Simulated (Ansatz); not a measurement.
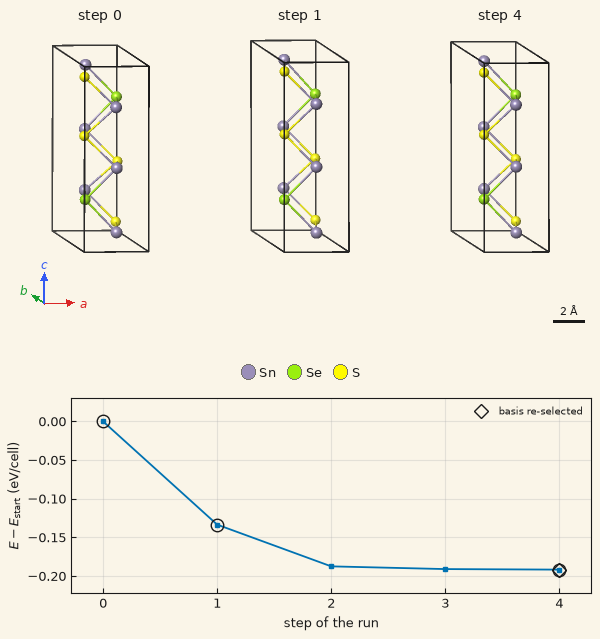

Frames of a relaxation of a crystal of Sn$_{3}$SeS$_{2}$ (a generated structure, set up in P1) (coarse preliminary run), marked on the history of the run. Style: ball-and-stick. Shown: the cell of the calculation, slightly off an axis.

Level of theory: DFT PBE, scalar-relativistic, plane waves, PAW in Ansatz. (plane-wave cutoff 420 eV; k-point mesh 6 × 6 × 2; occupations gaussian; smearing width 0.2 eV; no spin polarisation; cell and atoms relaxed; force threshold 0.025 eV/Å; at most 60 steps)

Q: What happens along the run?

A: Over 3 accepted moves (4 points after the start) the energy falls by 0.192 eV per cell of the calculation. The largest force component goes from 0.39 to 0.024 eV/Å. Pressure: 0.30 GPa at the start and 0.03 GPa at the end. The SCF was repeated once at an unchanged geometry on a basis and grid sized afresh for the cell, which shifted the energy by 0.7 meV per cell of the calculation at most. The largest move relative to the cell is that of a Se atom, 0.12 Å along [−1 −3 0]. By element the largest moves are Se 0.12 Å, S 0.11 Å, Sn 0.07 Å. The volume changes by +1.4 %, with a 4.152 → 4.170 Å (+0.4 %), b 6.342 → 6.329 Å (−0.2 %), c 12.304 → 12.541 Å (+1.9 %), α 90.3° → 90.0°, β 89.7° → 90.0°, γ 107.7° → 109.1°. Some distances before and after: Se–Sn 2.878 → 2.751 Å, S–Sn 2.835 → 2.942 Å, S–Sn 2.811 → 2.907 Å, Se–Sn 2.838 → 2.748 Å. Among the angles between lasting bonds that change: S–Sn–S 89.1° → 85.2°, Sn–Se–Sn 87.3° → 91.2°, Sn–S–Sn 100.2° → 96.4°. The space group stays P1 (No. 1). From step 0 to 1: an S atom moves most (0.19 Å), volume +2.3 %, energy −0.133 eV per cell of the calculation. From step 1 to 4: an S atom moves most (0.09 Å), volume −0.9 %, energy −58.2 meV per cell of the calculation.

```csv
step,"E − E(0), meV/atom","largest force component, eV/Å","pressure, GPa","volume, Å³/atom",note
0,0.00,0.3946,0.30,25.719,
1,-11.12,0.2056,-0.22,26.313,
2,-15.62,0.0651,-0.14,26.159,
3,-15.91,0.0244,0.03,26.067,
4,-15.97,0.0245,0.03,26.067,"same geometry, new basis"
```

Limits of the set-up: layers or molecules are held without a dispersion correction, so their spacing is unreliable.
